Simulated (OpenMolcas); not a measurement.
**One shape, several levels: doublet CH5FOSi+**

Aim: a comparison of 6 runs (UHF/3-21G, UB3LYP/6-31G*, U-r2SCAN/def2-SVP, UB3LYP/def2-SVP, UBLYP/def2-SVP, UM06-2X/def2-SVP) of doublet CH5FOSi+. 

Program for the calculation: OpenMolcas 26.06.

**1. The structure to begin with**

CH5FOSi+: 9 atoms, total charge +1, spin state doublet. As SMILES of the parent species, `CO[SiH2]F`. The shape is that of a PBE0-D4/def2-TZVP optimisation. This is one conformer, not always the lowest. That shape belongs to the parent species and isn't relaxed for this state.

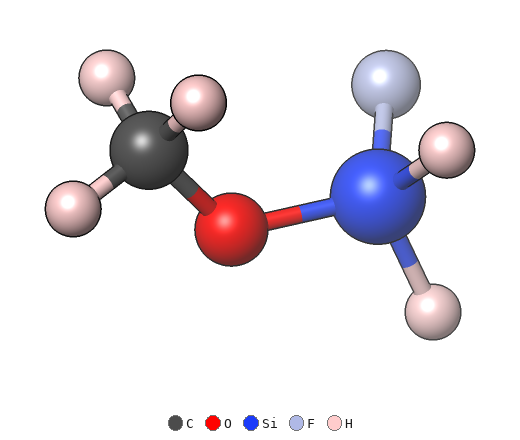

The structure, seen from a chosen angle (carbon dark grey, oxygen red, silicon blue, fluorine light blue, hydrogen pink).

**2. The energy at UHF/3-21G (run 1)**

The input, run.input:

```
* CH5FOSi Hartree-Fock

&GATEWAY
 BasLib = $CurrDir
 Coord
 9
 angstrom
 C       -0.280200       1.150700      -0.688400
 O       -0.743600      -0.064200      -0.138000
 Si       0.168900      -1.127700       0.679900
 F        1.202000      -1.865200      -0.290100
 H        0.189600       0.979000      -1.660800
 H       -1.135900       1.813600      -0.823000
 H        0.443400       1.643500      -0.029000
 H       -0.748200      -2.141700       1.231900
 H        0.992400      -0.434200       1.700300
 Basis = 3-21G
 Group = NoSym

&SEWARD

&SCF
 UHF
 Charge = 1
 Spin = 2
 Thresholds = 1e-10 1e-07 1e-07 1e-05
 PrOrbitals = 1 2
```

The basis set 3-21G is read from a file made from the Basis Set Exchange's data (not shown).

Run with:

```sh
export MOLCAS_MEM=1860
pymolcas run.input > run.log
```

The log of the run:

```text
--- Start Module: gateway ---
[...]
--- Stop Module: gateway /rc=_RC_ALL_IS_WELL_ ---
--- Start Module: seward ---
[...]
      Basis functions           50
--- Stop Module: seward /rc=_RC_ALL_IS_WELL_ ---
[...]
--- Start Module: scf ---
[...]
       Convergence after  29 Iterations
[...]
::    Total SCF energy                               -501.0204825357
[...]
      Total spin, S                                     0.5040737618
[...]
      Total electronic charge=   41.000000
      Total            charge=    1.000000
[...]
      Dipole Moment (debye):
      Origin of the operator (angstrom)=    0.1505   -0.6540    0.0433
                   X= -1.9666E+00               Y=  5.2599E+00               Z=  1.0223E-01           Total=  5.6164E+00
      Center of Charge (angstrom)
[...]
--- Stop Module: scf /rc=_RC_ALL_IS_WELL_ ---
[...]
```

Run time: 4.8 s. Hardware: 1 thread of Intel Xeon Platinum 8259CL at 2.50GHz (Skylake/Cascade Lake), shared host; peak memory 0.38 GiB.

**3. The energy at UB3LYP/6-31G(d) (Cartesian functions) (run 2)**

The input, job.inp:

```
&GATEWAY
BASLIB=$CurrDir
BASISSET
C.6-31Gs....
C1 -0.280200 1.150700 -0.688400 angstrom
End of Basis
BASISSET
O.6-31Gs....
O2 -0.743600 -0.064200 -0.138000 angstrom
End of Basis
BASISSET
Si.6-31Gs....
Si3 0.168900 -1.127700 0.679900 angstrom
End of Basis
BASISSET
F.6-31Gs....
F4 1.202000 -1.865200 -0.290100 angstrom
End of Basis
BASISSET
H.6-31Gs....
H5 0.189600 0.979000 -1.660800 angstrom
H6 -1.135900 1.813600 -0.823000 angstrom
H7 0.443400 1.643500 -0.029000 angstrom
H8 -0.748200 -2.141700 1.231900 angstrom
H9 0.992400 -0.434200 1.700300 angstrom
End of Basis
&SEWARD
GRIDINPUT
Grid=UltraFine
End of Grid
&SCF
UHF
CHARGE=1
SPIN=2
KSDFT=B3LYP
THRESHOLDS=1e-10 1e-07 1e-07 1e-05
PRORBITALS=1
```

The basis set 6-31G* is read from a file made from the Basis Set Exchange's data (not shown).

Run with:

```sh
export MOLCAS_MEM=1860
pymolcas job.inp > job.log
```

The log of the run:

```text
--- Start Module: gateway ---
[...]
--- Stop Module: gateway /rc=_RC_ALL_IS_WELL_ ---
--- Start Module: seward ---
[...]
      Basis functions           74
--- Stop Module: seward /rc=_RC_ALL_IS_WELL_ ---
[...]
--- Start Module: scf ---
[...]
       Convergence after  25 Iterations
[...]
::    Total KS-DFT energy                            -505.3554694409
[...]
      Total spin, S                                     0.5028709388
[...]
      Total electronic charge=   41.000000
      Total            charge=    1.000000
[...]
      Dipole Moment (debye):
      Origin of the operator (angstrom)=    0.1505   -0.6540    0.0433
                   X= -9.3897E-01               Y=  3.9998E+00               Z=  8.8261E-01           Total=  4.2023E+00
      Center of Charge (angstrom)
[...]
--- Stop Module: scf /rc=_RC_ALL_IS_WELL_ ---
[...]
```

Run time: 68 s. Hardware: 1 thread of Intel Xeon Platinum 8259CL at 2.50GHz (Skylake/Cascade Lake), shared host; peak memory 0.43 GiB.

Run 3 isn't shown in full; the table further down has it.

**4. The energy at UB3LYP/def2-SVP (run 4)**

The input, test.inp:

```
&GATEWAY
 BASLIB = $CurrDir
 COORD
 9
 angstrom
 C       -0.280200       1.150700      -0.688400
 O       -0.743600      -0.064200      -0.138000
 Si       0.168900      -1.127700       0.679900
 F        1.202000      -1.865200      -0.290100
 H        0.189600       0.979000      -1.660800
 H       -1.135900       1.813600      -0.823000
 H        0.443400       1.643500      -0.029000
 H       -0.748200      -2.141700       1.231900
 H        0.992400      -0.434200       1.700300
 BASIS = def2-SVP
 GROUP = NoSym

&SEWARD
 GRIDINPUT
 Grid=UltraFine
 End of Grid

&SCF
 UHF
 CHARGE = 1
 SPIN = 2
 KSDFT = B3LYP
 THRESHOLDS = 1e-10 1e-07 1e-07 1e-05
 PRORBITALS = 0
```

The basis set def2-SVP is read from a file made from the Basis Set Exchange's data (not shown).

Run with:

```sh
export MOLCAS_MEM=1860
pymolcas test.inp > test.log
```

The log of the run:

```text
--- Start Module: gateway ---
[...]
--- Stop Module: gateway /rc=_RC_ALL_IS_WELL_ ---
--- Start Module: seward ---
[...]
      Basis functions           85
--- Stop Module: seward /rc=_RC_ALL_IS_WELL_ ---
[...]
--- Start Module: scf ---
[...]
       Convergence after  29 Iterations
[...]
::    Total KS-DFT energy                            -505.1135213554
[...]
      Total spin, S                                     0.5030388876
[...]
      Total electronic charge=   41.000000
      Total            charge=    1.000000
[...]
      Dipole Moment (debye):
      Origin of the operator (angstrom)=    0.1505   -0.6540    0.0433
                   X= -9.0713E-01               Y=  3.9270E+00               Z=  1.0424E+00           Total=  4.1630E+00
      Center of Charge (angstrom)
[...]
--- Stop Module: scf /rc=_RC_ALL_IS_WELL_ ---
[...]
```

Run time: 91 s. Hardware: 1 thread of Intel Xeon Platinum 8259CL at 2.50GHz (Skylake/Cascade Lake), shared host; peak memory 0.47 GiB.

Run 5 isn't shown in full; the table further down has it.

**5. The energy at UM06-2X/def2-SVP (run 6)**

The input, run.inp:

```
* CH5FOSi Kohn-Sham DFT

&GATEWAY
 BasLib
 $CurrDir
 Coord
 9
 angstrom
 C       -0.280200       1.150700      -0.688400
 O       -0.743600      -0.064200      -0.138000
 Si       0.168900      -1.127700       0.679900
 F        1.202000      -1.865200      -0.290100
 H        0.189600       0.979000      -1.660800
 H       -1.135900       1.813600      -0.823000
 H        0.443400       1.643500      -0.029000
 H       -0.748200      -2.141700       1.231900
 H        0.992400      -0.434200       1.700300
 Basis
 def2-SVP
 Group
 NoSym

&SEWARD
 GridInput
 Grid=UltraFine
 End of Grid

&SCF
 UHF
 Charge
 1
 Spin
 2
 KSDFT
 M062X
 Thresholds
 1e-10 1e-07 1e-07 1e-05
 PrOrbitals
 1 1
```

The basis set def2-SVP is read from a file made from the Basis Set Exchange's data (not shown).

Run with:

```sh
export MOLCAS_MEM=1860
pymolcas run.inp > run.log
```

The log of the run:

```text
--- Start Module: gateway ---
[...]
--- Stop Module: gateway /rc=_RC_ALL_IS_WELL_ ---
--- Start Module: seward ---
[...]
      Basis functions           85
--- Stop Module: seward /rc=_RC_ALL_IS_WELL_ ---
[...]
--- Start Module: scf ---
[...]
       Convergence after  27 Iterations
[...]
::    Total KS-DFT energy                            -504.9744140996
[...]
      Total spin, S                                     0.5038078674
[...]
      Total electronic charge=   41.000000
      Total            charge=    1.000000
[...]
      Dipole Moment (debye):
      Origin of the operator (angstrom)=    0.1505   -0.6540    0.0433
                   X= -1.1687E+00               Y=  4.5661E+00               Z=  6.5945E-01           Total=  4.7592E+00
      Center of Charge (angstrom)
[...]
--- Stop Module: scf /rc=_RC_ALL_IS_WELL_ ---
[...]
```

Wall time 2.3 min (1 thread of Intel Xeon Platinum 8259CL at 2.50GHz (Skylake/Cascade Lake), shared host); peak memory 0.47 GiB.

**6. All runs side by side**

```
run                                level  Cartesian functions  integration grid  energy (Eh)  HOMO energy (eV)  LUMO energy (eV)   ⟨S²⟩  wall time
  1                            UHF/3-21G                   no                 –  -501.020483            -18.83             -7.78  0.758      4.8 s
  2  UB3LYP/6-31G* (Cartesian functions)                  yes         UltraFine  -505.355469            -15.21            -13.56  0.756       68 s
  3                    U-r2SCAN/def2-SVP                   no         UltraFine  -504.963971            -14.49            -14.04  0.756    2.2 min
  4                      UB3LYP/def2-SVP                   no         UltraFine  -505.113521            -15.26            -13.59  0.756       91 s
  5                       UBLYP/def2-SVP                   no         UltraFine  -505.052739            -14.03            -13.81  0.753       92 s
  6                     UM06-2X/def2-SVP                   no         UltraFine  -504.974414            -16.58            -12.65  0.758    2.3 min
```

**7. Outcome**

```
                                 quantity          value
                      run 6: total energy  -504.97441 Eh
run 6: HOMO energy (highest over α and β)      -16.58 eV
 run 6: LUMO energy (lowest over α and β)      -12.65 eV
                              run 6: ⟨S²⟩          0.758
```

**Reading.** Totals of different functionals can't be ranked against each other. All runs together took 8.8 min, the longest 2.3 min.
